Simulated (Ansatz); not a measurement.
# Lattice dynamics of TlHg2 (built on the sites of a database entry of NaHg2), part 2 of 2

Task: relax TlHg2 (built on the sites of a database entry of NaHg2), then find its harmonic phonons.

Ansatz 0.2.0; DFT PBEsol, scalar-relativistic, plane waves, PAW.

So far. Step 4 (Tight relaxation): The forces vanish by symmetry and the pressure is 0.000 GPa, within the tolerances set. The cell now holds 25.33 Å³/atom. Step 5 (Zone-centre response): Before it was imposed, the acoustic sum rule was missed by 1.6e-4 eV/Å². Small misses are needed for a sound result but don't prove that mesh and cutoff are converged. The lowest optical mode is slightly imaginary, 9.3i cm⁻¹, too near zero to call. The relaxed cell has a = 5.310, c = 3.113 Å (conventional setting).

The structure was built from a prototype and need not be the compound's stable phase.

## Step 6: Phonons on a q mesh

Stability and thermal properties need the whole zone. Linear response on a 2×2×4 q mesh gives force constants as far as a supercell of that size would.

File input.yaml:

```yaml
crystal:
  lattice:
    - [5.3096746926, -3.1993e-06, 0.0]
    - [-2.6548345756, 4.5983147693, 0.0]
    - [0.0, 0.0, 3.1129072841]
  atoms:
    - { symbol: Tl, position: [0.0, 0.0, 0.0] }
    - { symbol: Hg, position: [0.3333333333, 0.6666666667, 0.5] }
    - { symbol: Hg, position: [0.6666666667, 0.3333333333, 0.5] }
kpoints:
  mp_grid: { grid: [10, 10, 12] }
hamiltonian:
  xc: pbesol
scf:
  occupations: { method: methfessel_paxton, width: 0.15 }
output:
  eigenvalues: true
phonons:
  method: dfpt
  qmesh: [2, 2, 4]
  temperatures: { t_max: 1000, t_step: 50 }
  qpath:
    path:
      - [[0.0, 0.0, 0.0], [0.5, 0.0, 0.0], [0.33333333, 0.33333333, 0.0], [0.0, 0.0, 0.0], [0.0, 0.0, 0.5], [0.5, 0.0, 0.5], [0.33333333, 0.33333333, 0.5], [0.0, 0.0, 0.5]]
      - [[0.5, 0.0, 0.5], [0.5, 0.0, 0.0]]
      - [[0.33333333, 0.33333333, 0.5], [0.33333333, 0.33333333, 0.0]]
    npoints: 10
```

Run with:

```
$ ansatz run input.yaml --threads 8 --pin off --max-ram 14336MiB --backend cpu --events-out ev --progress --plain --runs-dir out
```

Numbers of over 12 decimals in the logs are rounded to 6 here.

Log:

```text
[...]
Crystal: 3 atoms, lattice volume = 76.003 Å³
Basis set: ecut = 420 eV, 1493 PW (Γ), exchange–correlation on 72×72×48 points (8 copies of the dense FFT grid, shifted against one another)
Bands: 32, of which v1, the nominal top of the filled ones, is band 27 counted from 1 (26 counted from 0)
Symmetry: 24 space group operations
k-points: 98 of 1200
[...]
SCF iter   1: F=—  HF=-38631.736795 eV  |F-HF|=—  |Δ(HF+E_count)|=         —  Δρ=3.02e-3  dr2=9.68e-3  ethr=1.77e-3  ⟨swp⟩=5.7  Hψ=11470  notcnv=0
[...]
SCF iter  10: F=-38631.734902 eV  HF=-38631.734902 eV  |F-HF|=1.46e-11  |Δ(HF+E_count)|=  2.18e-11  S|Δr|=    0.00e0  Δρ=2.66e-8  dr2=4.41e-13  ethr=1.00e-12  ⟨swp⟩=8.0  Hψ=14644  notcnv=0
SCF 1 converged in 10 iterations: F = -38631.734902 eV  dr2 = 4.41e-13
[...]
phonons: the bands overlap, so this run is a metal and interpolates without the dipole-dipole term. If the crystal is really an insulator or semiconductor, its LO-TO splitting is missing
NSCF: frozen V_eff on 98 k-points
WARN: eigensolver did not converge (k=1): 1 band(s) unlocked after 20 sweeps at ethr=1.65e-12 eV (storage-precision floor; scheduled 1.00e-12 eV) (lowest unlocked band 31, counted from 0; max residual 2.08e-4 eV among the unlocked bands, 2.08e-4 eV over every band; other slots of this pass that fall short are told together in one closing line; warning suppressed until the next SCF loop or pass starts)
WARN: eigensolver did not converge in 5 slots of this pass, the one above among them; of largest residual over every band (k=8): 1 band(s) unlocked (lowest unlocked band 31, counted from 0; max residual 2.48e-4 eV among the unlocked bands, 2.48e-4 eV over every band); of lowest unlocked band (k=1): band 31
[...]
DFPT response loops at q = (0, 0, 0) (fractional): preconditioner auto → Kerker (q_TF=auto, 2.569 Å⁻¹) (partly filled bands, converged f_vac=0.000); β = 1.00, the filter's whole step (`scf.mixing.beta` (0.50) is not read by the response loops under this deck's `scf.mixing.preconditioner`; to damp them name `kerker` or `kerker_dos`, under which they read `scf.mixing.beta`, and type it under 1.00, their step now; both keys bind the ground state too); Broyden in place of MSR1
[...]
SCF converged after 10 iterations
[...]
Free energy (F): -38631.734902 eV
[...]
Internal energy: -38631.735686 eV  (E = F + TS)
E sigma→0 (E₀):  -38631.735098 eV
Entropy (-TS):   0.000785 eV (0.262 meV/atom)
Fermi energy:    13.143843 eV
[...]
--- Band table (eV; the first three rows and the last of 98) ---
  k-point 0: bands = [... 23 lower, 6.8769, 9.7065, 11.8639, 13.6250, 13.6250, 14.0697, 14.0697, 20.3365, ... 1 higher]
  k-point 1: bands = [... 23 lower, 6.8351, 9.7667, 11.9337, 13.7590, 13.7590, 14.2112, 14.2112, 19.2366, ... 1 higher]
  k-point 2: bands = [... 23 lower, 6.7256, 9.9554, 12.1573, 14.1479, 14.1479, 14.6090, 14.6090, 17.2454, ... 1 higher]
  k-point 97: bands = [... 23 lower, 9.5853, 10.7556, 11.5461, 11.5899, 12.5367, 13.1777, 18.4057, 18.8846, ... 1 higher]
--- Phonons (Γ-DFPT): 4 representative perturbations + reference (Σ response iterations 12) ---
  ASR residual: 1.904e-4 → 0.000e0 eV/Å²; symmetrization residual: 1.465e-4 eV/Å²
  ASR residual per site (eV/Å²): 1.90e-4 8.91e-5 8.91e-5
  Γ frequencies (cm⁻¹): -9.32 0.00 0.00 0.00 23.94 54.89 54.89 72.24 72.24
--- Phonons (arbitrary-q DFPT): 6 irreducible q on the 2×2×4 mesh ---
  q = [0.0000, 0.0000, 0.0000] (star 1, of the zone-centre solve; hermiticity 1.27e-4, symmetrization 4.04e-6): -9.32 -0.00 0.00 0.00 23.94 54.89 54.89 72.24 72.24
  q = [0.0000, 0.0000, 0.2500] (star 2, 4 solved perturbations in 1584 linear systems a pass and spin channel, the states on 624 of 1200 k-point pairs; hermiticity 4.70e-5, symmetrization 2.56e-6): 15.40 15.40 37.92 48.18 48.88 48.88 69.95 69.95 70.25
[...]
sum rule: each row above includes the acoustic sum rule's correction from the zone centre's row sums; it moved no ω² by more than (0.50 cm⁻¹)²
  mesh force constants: q→R imaginary residual 7.02e-18; ASR residual 1.904e-4 → 0.000e0 eV/Å²; symmetrization residual 2.220e-15 eV/Å²
  interpolated dispersion: 93 rows × 9 modes
  density of states and harmonic sums: on the 14×14×20 q-mesh, interpolated from the force constants of a 2×2×4 supercell (no non-analytic term)
  largest difference from the sums on the solved wave vectors: F 1.20e-1 eV, S 1.47e-4 and C_V 2.73e-5 eV/K
  zero-point energy: 0.024971 eV/cell   skipped modes (ω ≤ 0): 44, of them read as no rigid motion or as one in doubt: 41 (1.224e-1 modes/cell left out, lowest -12.54 cm⁻¹)   left out of the sums: 1.37e-2 of the cell's modes: C_V's classical limit lies that fraction below 3 k_B per atom; for a crystal, a wire or a layer, F and S can be off by more, and a phonons.interpolated_qmesh denser along its periods is the remedy for the sampling
```

Elapsed: 4.4 min, on 8 threads of Arm Neoverse V2, shared host; peak memory 3.2 GiB.

Numbers from this step:

```yaml
sum_rule_residual_before_enforcement: 1.90e-4 eV/Å²
lowest_frequency_on_the_path: -12.54 cm⁻¹
highest_frequency_on_the_path_or_at_a_solved_wavevector: 106.6 cm⁻¹
lowest_optical_zone_centre_mode: -9.32 cm⁻¹
lowest_mode_on_the_q_mesh_acoustic_modes_at_gamma_apart: -12.54 cm⁻¹
```

Frequencies (cm⁻¹) solved at each irreducible wavevector; negative means imaginary. Frequencies by wavevector, by row:

| q in reciprocal lattice units | star | mode 1 | mode 2 | mode 3 | mode 4 | mode 5 | mode 6 | mode 7 | mode 8 | mode 9 |
| --- | --- | --- | --- | --- | --- | --- | --- | --- | --- | --- |
| 0 0 0 | 1 | -9.3 | 0 | 0 | 0 | 23.9 | 54.9 | 54.9 | 72.2 | 72.2 |
| 0 0 0.25 | 2 | 15.4 | 15.4 | 37.9 | 48.2 | 48.9 | 48.9 | 70 | 70 | 70.2 |
| 0 0 -0.5 | 1 | 18 | 18 | 31.1 | 31.1 | 58.8 | 66.8 | 66.8 | 71.3 | 100.6 |
| 0 -0.5 0 | 3 | 8.8 | 12.7 | 19.1 | 26.1 | 27.2 | 28 | 56.9 | 64 | 83.6 |
| 0 -0.5 0.25 | 6 | 18.4 | 23.6 | 27 | 40.4 | 41.6 | 55.7 | 56.3 | 75.6 | 77.3 |
| 0 -0.5 -0.5 | 3 | -12.5 | 14.3 | 28.2 | 39.1 | 53.8 | 65 | 69.5 | 73.7 | 105.5 |

Interpolated from a 2×2×4 q mesh. Phonon branches along the path, in cm⁻¹:

```
    point  branch 1  branch 2  branch 3  branch 4  branch 5  branch 6  branch 7  branch 8  branch 9
        Γ        -9         0         0         0        24        55        55        72        72
        M         9        13        19        26        27        28        57        64        84
        K        12        12        19        22        22        22        68        68        76
        Γ        -9         0         0         0        24        55        55        72        72
        A        18        18        31        31        59        67        67        71       101
        L       -12        14        28        39        54        65        70        74       106
        H        -6        -6        20        51        51        65        70        70       107
        A        18        18        31        31        59        67        67        71       101
jump to L       -12        14        28        39        54        65        70        74       106
        M         9        13        19        26        27        28        57        64        84
jump to H        -6        -6        20        51        51        65        70        70       107
        K        12        12        19        22        22        22        68        68        76
```

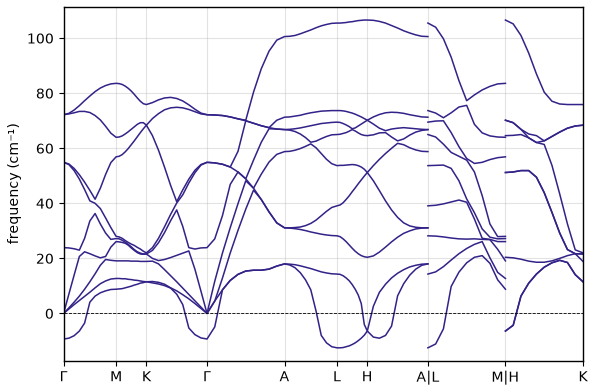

Phonon branches along the path.

The phonon density of states has structure finer than the step of the table below, so its rows give means over 5 cm⁻¹, whole bins alone (the curve runs from -12.5 to 106 cm⁻¹). Peaks (cm⁻¹: height): 15.5: 0.277, 37.5: 0.135, 71.5: 0.194, 78.5: 0.114.

Tetrahedra on a 14×14×20 mesh, mean over bins of 1 cm-1. Interpolated from a 2×2×4 q mesh. The phonon density of states by wavenumber; means over each step:

```csv
wavenumber (cm⁻¹),phonon density of states (1/cm⁻¹/cell)
-10,0.0102
-5,0.00880
0,0.00852
5,0.0175
10,0.0663
15,0.189
20,0.143
25,0.130
30,0.107
35,0.124
40,0.113
45,0.0841
50,0.0681
55,0.0908
60,0.0902
65,0.123
70,0.187
75,0.0794
80,0.0714
85,0.0160
90,0.0128
95,0.0155
100,0.0239
```

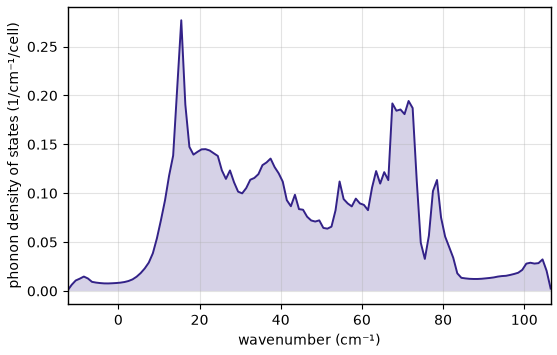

Phonon density of states against wavenumber.

The partial phonon density of states has structure finer than the step of the table below, so its rows give means over 10 cm⁻¹, whole bins alone (the curve runs from -21.9 to 119 cm⁻¹). Peaks (cm⁻¹: height): Hg 36.7: 0.0963, 69.6: 0.152; Tl 15.4: 0.101, 102.4: 0.0257.

Phonopy on the run's constants, 13x13x19 mesh, Gaussian sigma 2.0 cm-1. Interpolated from a 2×2×4 q mesh. The partial phonon density of states by wavenumber; means over each step; values in 1/cm⁻¹/cell:

```
wavenumber (cm⁻¹)       Hg       Tl
              -10  0.00141  0.00757
                0  0.00309  0.00490
               10   0.0427   0.0418
               20   0.0805   0.0737
               30   0.0808   0.0343
               40   0.0829   0.0271
               50   0.0547   0.0223
               60   0.0793   0.0184
               70    0.128   0.0192
               80   0.0430   0.0142
               90  0.00209   0.0120
              100  0.00137   0.0205
              110   2.9e-4  0.00403
```

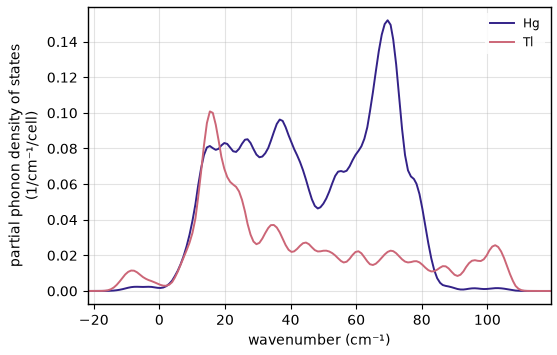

Partial phonon density of states, plotted against wavenumber.

Symmetry leaves 6 wavevectors to solve. The lowest mode among them, the acoustic zeros apart, lies at q = (0, -0.5, -0.5) and is imaginary, 12.5i cm⁻¹, so the energy falls along it.

## Step 7: Another isotope

An isotope changes the mass and not the force constants, so no new electronic calculation is needed; the shifts show which modes move this element.

The same force constants with the mass of Tl changed from 204.380 to 202.972 u (phonopy, no LO-TO term). Both lists are sorted by frequency; levels can cross, so a row need not hold one and the same mode. Modes under 3 cm⁻¹ are left out. Isotope shifts, by row:

```
       q  rank  natural mass (cm⁻¹)  changed mass (cm⁻¹)
   0 0 0     1                -9.32                -9.32
   0 0 0     5                23.94                23.99
   0 0 0     6                54.89                55.01
   0 0 0     7                54.89                55.01
   0 0 0     8                72.24                72.24
   0 0 0     9                72.24                72.24
0 0 0.25     1                 15.4                15.42
0 0 0.25     2                 15.4                15.42
0 0 0.25     3                37.92                37.92
0 0 0.25     4                48.18                48.18
0 0 0.25     5                48.88                48.97
0 0 0.25     6                48.88                48.97
0 0 0.25     7                69.95                69.95
0 0 0.25     8                69.95                69.95
0 0 0.25     9                70.25                70.49
0 0 -0.5     1                17.98                18.04
0 0 -0.5     2                17.98                18.04
0 0 -0.5     3                31.13                31.13
0 0 -0.5     4                31.13                31.13
0 0 -0.5     5                58.76                58.76
0 0 -0.5     6                66.78                66.78
0 0 -0.5     7                66.78                66.78
0 0 -0.5     8                71.29                71.29
0 0 -0.5     9                100.6                100.9
0 -0.5 0     1                 8.81                 8.81
0 -0.5 0     2                12.71                12.71
0 -0.5 0     3                19.13                 19.2
0 -0.5 0     4                26.08                26.12
0 -0.5 0     5                27.22                27.29
0 -0.5 0     6                28.03                28.03
0 -0.5 0     7                56.92                57.02
0 -0.5 0     8                63.99                63.99
0 -0.5 0     9                83.64                 83.7
```

A mode of this element alone would shift by +0.35 %. The highest zone-centre frequency without the field goes from 72.2 to 72.2 cm⁻¹ (+0.0 %).

## Step 8: What came out

```yaml
space_group_after_relaxation_within_0p01_a: P6/mmm
volume_per_atom: 25.3 Å³
electronic_character: no gap on this mesh
highest_optical_mode_at_the_zone_centre_no_lo_to_term: 72.2 cm⁻¹
lowest_optical_zone_centre_mode: -9.3 cm⁻¹
lowest_mode_on_the_q_mesh_acoustic_modes_at_gamma_apart: -12.5 cm⁻¹
highest_frequency_on_the_path_or_at_a_solved_wavevector: 107 cm⁻¹
imaginary_modes_on_the_2x2x4_q_mesh: yes
```

Modes are clearly imaginary (beyond 10i cm⁻¹) at 1 of the 6 irreducible wavevectors, most at q = (0, -0.5, -0.5) (12.5i cm⁻¹), so this structure is not a minimum of the energy. The optical modes at Γ span -9 to 72 cm⁻¹ (negative means imaginary). The highest mode in this list at Γ, 72.2 cm⁻¹, is mostly motion of Hg (100 % of the kinetic energy). With no gap, or one that is small against the smearing, the frequencies hang on the k mesh and the smearing, most of all near Kohn anomalies. The phonon runs are without spin polarisation, although the cell has an odd electron count. An optical mode within 15 cm⁻¹ of zero is at the mercy of small errors in the force constants, and even its sign is uncertain. Spin-orbit coupling is left out, which can matter for the heavy elements here. A phonon run warned that its eigensolver left some bands unconverged in a pass. The starting cell was built on a prototype and not taken from a measurement, so the phase need not exist. These are harmonic frequencies at zero temperature: anharmonic shifts, linewidths and thermal expansion are left out.

[Logs are printed without paths, hosts, clocks, repeated set-up lines and the standing remarks that a program may print on its own settings, such as how far it seeks lower states.]

[Hosts, paths, dates, database ids (printed as entryN), source tags and the programs' standing remarks are cut or masked in the printed files.]
